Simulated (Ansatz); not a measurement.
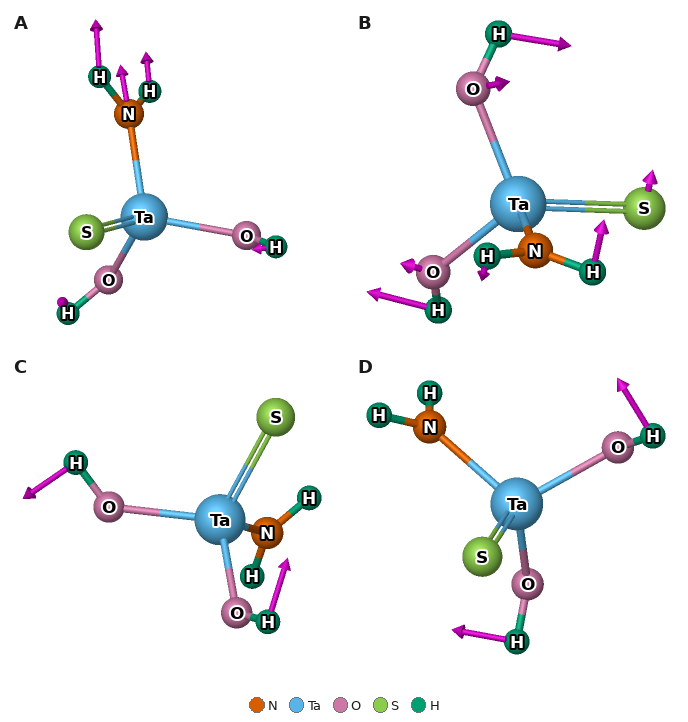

4 normal modes of one molecule or complex, as arrows. Charge 0, singlet. Harmonic vibrations computed with RKS PBE0-D4/def2-TZVP, core potentials on Ta (Ansatz 0.2.0) at a stationary point of the same level.

**Match the panels to the wavenumbers 153 cm⁻¹, 304 cm⁻¹, 492 cm⁻¹, 683 cm⁻¹.**

A: 683 cm⁻¹
B: 153 cm⁻¹
C: 492 cm⁻¹, H–O–Ta bending
D: 304 cm⁻¹, a torsion or out-of-plane motion in which bond lengths and bond angles hardly change
